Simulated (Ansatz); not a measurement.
# CH₄ClFOSn: small, medium and large basis sets

Aim: see how fast density functionals converge with the basis set for CH₄ClFOSn.

Program: Ansatz 0.2.0, Gaussian basis. Level of theory: one geometry, several basis sets. These are calculated values, not measurements.

The runs, in order: PBE0-D4/def2-SVP; ωB97M-V/def2-SVP; PBE0-D4/def2-QZVPP; ωB97M-V/def2-QZVPP; the functionals' def2-TZVPP values are taken from earlier runs.

1 further run of the same task is left out (for a known fault of the program). Runs told in other sessions of the task aren't counted.

### 1 The relaxed structure

The geometry comes from an earlier relaxation with PBE0-D4 in a triple-zeta def2 set; it is a stationary point, not always the lowest conformer. Sn takes the def2 core potential; no spin-orbit term is included.

SMILES `[OH][SnH]([Cl])[CH2]F`, 9 atoms, charge 0, spin multiplicity 1.

Atoms are counted from 1 here; the program's logs count them from 0.

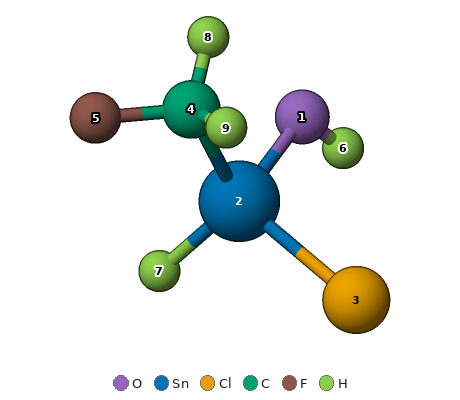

The structure; oxygen purple, tin blue, chlorine amber, carbon teal, fluorine brown, hydrogen green; atoms are numbered from 1 in the order of the file.

Geometry (Å):

```mol
CH4ClFOSn
  3D, bonds by distance, orders not assigned

  9  8  0  0  0  0  0  0  0  0999 V2000
    0.6938    1.8802   -0.3715 O   0  0
    0.7630   -0.0399   -0.0068 Sn  0  0
    1.5087   -0.2477    2.1968 Cl  0  0
   -1.2966   -0.6646   -0.1184 C   0  0
   -1.4412   -1.6660   -1.0578 F   0  0
    1.4835    2.3594   -0.1092 H   0  0
    1.9056   -0.8252   -0.9941 H   0  0
   -1.9058    0.1938   -0.4112 H   0  0
   -1.6228   -1.0362    0.8550 H   0  0
  1  2  8  0
  2  3  8  0
  2  4  8  0
  4  5  8  0
  1  6  8  0
  2  7  8  0
  4  8  8  0
  4  9  8  0
M  END
```

### 2 PBE0-D4 in def2-SVP

Input file in.yaml:

```yaml
crystal:
  periodic: [false, false, false]
  atoms:
    - {symbol: O, position_ang: [0.693813, 1.880232, -0.371536]}
    - {symbol: Sn, position_ang: [0.763027, -0.039866, -0.006834]}
    - {symbol: Cl, position_ang: [1.508749, -0.247735, 2.196838]}
    - {symbol: C, position_ang: [-1.296633, -0.664560, -0.118413]}
    - {symbol: F, position_ang: [-1.441192, -1.665968, -1.057775]}
    - {symbol: H, position_ang: [1.483485, 2.359437, -0.109170]}
    - {symbol: H, position_ang: [1.905634, -0.825233, -0.994139]}
    - {symbol: H, position_ang: [-1.905774, 0.193795, -0.411167]}
    - {symbol: H, position_ang: [-1.622806, -1.036202, 0.854998]}
basis:
  gaussian: {orbitals: def2-SVP}
hamiltonian: {xc: pbe0, dispersion: d4}
output: {orbitals: {seedname: orbitals}}
```

On the command line:

```console
> ansatz run in.yaml --threads 4 --pin off --events-out ev --progress --plain --max-ram 10444MiB
```

The program printed:

```text
Functional definition: PBE0
  name "PBE0"
  cite "Adamo & Barone, J. Chem. Phys. 110, 6158 (1999) doi:10.1063/1.478522"
  cite "Perdew, Burke & Ernzerhof, Phys. Rev. Lett. 77, 3865 (1996) doi:10.1103/PhysRevLett.77.3865"
  parent pbe
  parameter a = 0.25
  parameter kappa = 0.804
  parameter beta = 0.06672455060314922
  exchange = (1 - a)*pbe_x(kappa = kappa, mu = beta*pi^2/3) + a*exact_x
  correlation = pbe_c(beta = beta)
1110 factors; integrals over basis functions are off by at most 1.1e-3 eV
mean field evaluation 1: about -24196.0785 eV, gradient 5.6e1 eV
mean field evaluation 2: about -24178.3394 eV, gradient 1.1e2 eV
mean field evaluation 4: about -24202.1631 eV, gradient 5.6e0 eV
mean field evaluation 8: about -24202.4056 eV, gradient 4.3e-1 eV
mean field evaluation 16: about -24202.4061 eV, gradient 6.2e-5 eV
mean field -24202.40606282 eV, -889.4220178286 hartree, gradient 2.1e-5 eV, S^2 0.000000; 0 other end points of the search recorded, 0 dependent functions left out
reference -24202.40609135 eV, -889.4220188770 hartree; 33, 33 occupied and 73, 73 virtual orbitals, 1110 factors
Total energy: -24202.57615268 eV, -889.4282685157 hartree
```

Run time: 1.2 s. Hardware: 4 threads of Arm Neoverse V2, shared host.

### 3 ωB97M-V in def2-SVP

Edit in.yaml of step 2 so:

```diff
@@ -14,3 +14,3 @@
   gaussian: {orbitals: def2-SVP}
-hamiltonian: {xc: pbe0, dispersion: d4}
+hamiltonian: {xc: {name: wB97M-V}}
 output: {orbitals: {seedname: orbitals}}
```

Launched as before.

The program printed, cut to the lines that bear on the results:

```text
Functional definition: wB97M-V
  name "wB97M-V"
  cite "Mardirossian & Head-Gordon, J. Chem. Phys. 144, 214110 (2016) doi:10.1063/1.4952647"
  cite "Becke, J. Chem. Phys. 107, 8554 (1997) doi:10.1063/1.475007"
  cite "Vydrov & Van Voorhis, J. Chem. Phys. 133, 244103 (2010) doi:10.1063/1.3521275"
  # Of w^i u^j: cxij and so on, Table III.
[...]
  gx(w, u) = 1 - cx + cx01*u + cx10*w
  gss(w, u) = css00 + css04*u^4 + css10*w + css20*w^2 + css43*w^4*u^3
  gos(w, u) = cos00 + cos10*w + (cos20 + cos21*u)*w^2 + (cos60 + cos61*u)*w^6
[...]
      + integral(e_c_pw_mod_opposite_spin*gos(b97_w_opposite, b97_u_opposite)) + vv10(b, c)
1110 factors; integrals over basis functions are off by at most 1.1e-3 eV
270 factors; integrals over basis functions are off by at most 6.4e-6 eV
[...]
mean field -24208.51914992 eV, -889.6466696359 hartree, gradient 2.7e-5 eV, S^2 0.000000; 0 other end points of the search recorded, 0 dependent functions left out
reference -24208.51919441 eV, -889.6466712708 hartree; 33, 33 occupied and 73, 73 virtual orbitals, 1110 factors
Total energy: -24208.51919441 eV, -889.6466712708 hartree
```

Run time: 5 s. Hardware: 4 threads of Arm Neoverse V2, shared host; peak memory 0.35 GiB.

### 4 PBE0-D4 in def2-QZVPP

Edit in.yaml of step 3 so:

```diff
@@ -13,4 +13,4 @@
 basis:
-  gaussian: {orbitals: def2-SVP}
-hamiltonian: {xc: {name: wB97M-V}}
+  gaussian: {orbitals: "def2-QZVPP.json"}
+hamiltonian: {xc: pbe0, dispersion: d4}
 output: {orbitals: {seedname: orbitals}}
```

Launched as before.

The program printed:

```text
Functional definition: PBE0
  name "PBE0"
  cite "Adamo & Barone, J. Chem. Phys. 110, 6158 (1999) doi:10.1063/1.478522"
  cite "Perdew, Burke & Ernzerhof, Phys. Rev. Lett. 77, 3865 (1996) doi:10.1103/PhysRevLett.77.3865"
  parent pbe
  parameter a = 0.25
  parameter kappa = 0.804
  parameter beta = 0.06672455060314922
  exchange = (1 - a)*pbe_x(kappa = kappa, mu = beta*pi^2/3) + a*exact_x
  correlation = pbe_c(beta = beta)
1619 factors; their error is unknown
mean field evaluation 1: about -24207.0475 eV, gradient 6.8e1 eV
mean field evaluation 2: about -24183.4256 eV, gradient 1.3e2 eV
mean field evaluation 4: about -24214.9930 eV, gradient 7.4e0 eV
mean field evaluation 8: about -24215.1769 eV, gradient 4.3e-1 eV
mean field evaluation 16: about -24215.1771 eV, gradient 4.3e-5 eV
mean field -24215.17705469 eV, -889.8913431234 hartree, gradient 4.3e-5 eV, S^2 0.000000; 0 other end points of the search recorded, 0 dependent functions left out
reference -24215.17709320 eV, -889.8913445385 hartree; 33, 33 occupied and 410, 410 virtual orbitals, 1619 factors
Total energy: -24215.34715453 eV, -889.8975941772 hartree
```

Wall time 7.5 s (4 threads of Arm Neoverse V2, shared host); peak memory 1.6 GiB.

### 5 ωB97M-V in def2-QZVPP

Edit in.yaml of step 4 so:

```diff
@@ -14,3 +14,3 @@
   gaussian: {orbitals: "def2-QZVPP.json"}
-hamiltonian: {xc: pbe0, dispersion: d4}
+hamiltonian: {xc: {name: wB97M-V}}
 output: {orbitals: {seedname: orbitals}}
```

Launched as before.

The program printed, cut to the lines that bear on the results:

```text
Functional definition: wB97M-V
  name "wB97M-V"
  cite "Mardirossian & Head-Gordon, J. Chem. Phys. 144, 214110 (2016) doi:10.1063/1.4952647"
  cite "Becke, J. Chem. Phys. 107, 8554 (1997) doi:10.1063/1.475007"
  cite "Vydrov & Van Voorhis, J. Chem. Phys. 133, 244103 (2010) doi:10.1063/1.3521275"
  # Of w^i u^j: cxij and so on, Table III.
[...]
  gx(w, u) = 1 - cx + cx01*u + cx10*w
  gss(w, u) = css00 + css04*u^4 + css10*w + css20*w^2 + css43*w^4*u^3
  gos(w, u) = cos00 + cos10*w + (cos20 + cos21*u)*w^2 + (cos60 + cos61*u)*w^6
[...]
      + integral(e_c_pw_mod_opposite_spin*gos(b97_w_opposite, b97_u_opposite)) + vv10(b, c)
1586 factors; their error is unknown
333 factors; integrals over basis functions are off by at most 3.0e-5 eV
[...]
mean field -24221.43044035 eV, -890.1211508077 hartree, gradient 4.3e-5 eV, S^2 0.000000; 0 other end points of the search recorded, 0 dependent functions left out
reference -24221.43050315 eV, -890.1211531155 hartree; 33, 33 occupied and 410, 410 virtual orbitals, 1586 factors
Total energy: -24221.43050315 eV, -890.1211531155 hartree
```

Wall time 18 s (4 threads of Arm Neoverse V2, shared host); peak memory 1.9 GiB.

### 6 Functionals by basis

The def2-TZVPP values come from earlier runs at the same geometry.

| functional | basis | functions | energy (eV) | from the largest (eV) | HOMO (eV) | LUMO (eV) |
| --- | --- | --- | --- | --- | --- | --- |
| PBE0-D4 | def2-SVP | 106 | -24202.5762 | 12.771 | -8.25 | -0.53 |
| PBE0-D4 | def2-TZVPP | 241 | -24214.5818 | 0.765 | -8.42 | -0.84 |
| PBE0-D4 | def2-QZVPP | 443 | -24215.3472 | 0.000 | -8.46 | -0.95 |
| ωB97M-V | def2-SVP | 106 | -24208.5192 | 12.911 | -10.43 | 1.53 |
| ωB97M-V | def2-TZVPP | 241 | -24220.6909 | 0.740 | -10.63 | 1.01 |
| ωB97M-V | def2-QZVPP | 443 | -24221.4305 | 0.000 | -10.68 | 0.72 |

### 7 What came out

```
                                       quantity           value
PBE0-D4: double and triple zeta above quadruple  12.77, 0.77 eV
ωB97M-V: double and triple zeta above quadruple  12.91, 0.74 eV
```

PBE0-D4 gains 12.01 eV from double to triple zeta, then 0.77 eV more. Total energies overstate the basis error of differences, where much of it tends to cancel. The LUMO of ωB97M-V is positive and keeps falling with the basis (1.53 to 0.72 eV): an unbound level that the basis holds in place.

For PBE0-D4 the largest set took about 6 times as long as the smallest (7.5 s against 1.2 s).
